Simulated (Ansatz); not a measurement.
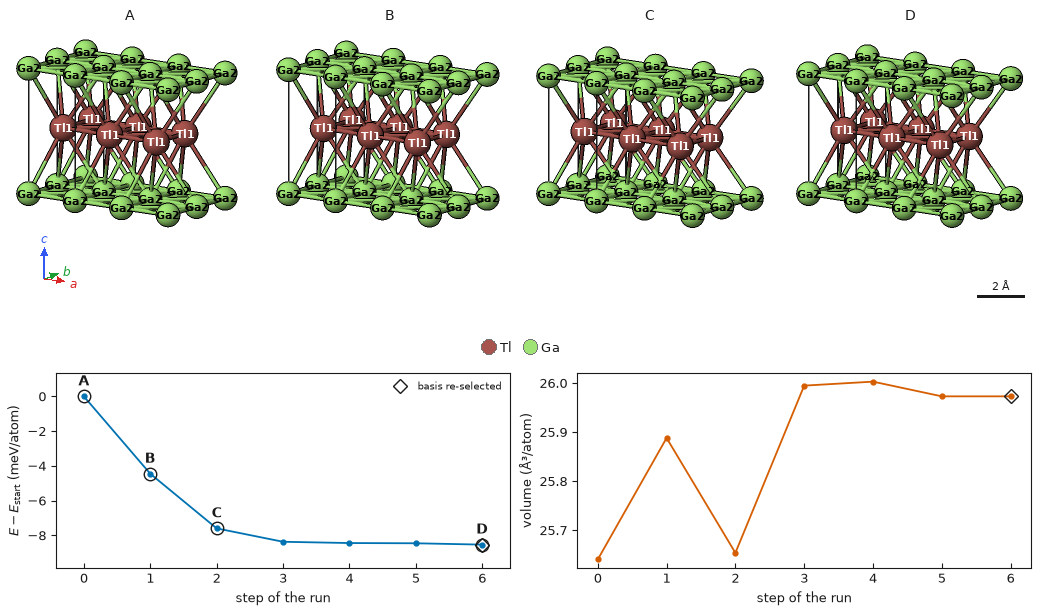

Frames of a relaxation of crystalline TlGa (a generated structure, set up in P-6m2), marked on the history of the run. The picture is a ball-and-stick view of the cell of the calculation, repeated 3 × 2 × 1 with one cell outlined, seen slightly off an axis.

All numbers below come from Ansatz, DFT PBE, scalar-relativistic, plane waves, PAW. Set-up: plane-wave cutoff 420 eV; k-point mesh 18 × 18 × 10; occupations gaussian; smearing width 0.1 eV; no spin polarisation; cell and atoms relaxed; force threshold 0.01 eV/Å; at most 80 steps.

Question: What happens along the run?

Answer: After 5 accepted moves (6 points after the start) the energy has fallen by 8.5 meV per atom. All forces vanish by symmetry, so only the cell relaxes. Pressure: 0.42 GPa at the start and −0.01 GPa at the end. At 1 point the geometry stayed and the basis and grid were re-selected for the new cell (energy shift of 0.1 meV per atom at most each time). The atoms keep their places relative to the cell (all moves are under 0.005 Å). The volume changes by +1.3 %, with a = b 3.288 → 3.383 Å (+2.9 %), c 5.477 → 5.241 Å (−4.3 %). Among the contacts that change: Ga2–Ga2 3.288 → 3.383 Å, Tl1–Tl1 3.288 → 3.383 Å, Tl1–Ga2 3.332 → 3.268 Å. The space group stays P-6m2 (No. 187). Cost: 83 s on 1 thread of Intel(R) Xeon(R) Platinum 8488C (Sapphire Rapids), on a shared host, peak memory 0.57 GiB. From step 0 to 1: volume +1.0 %, energy −4.5 meV per atom. From step 1 to 2: volume −0.9 %, energy −3.1 meV per atom. From step 2 to 6: volume +1.2 %, energy −0.9 meV per atom.
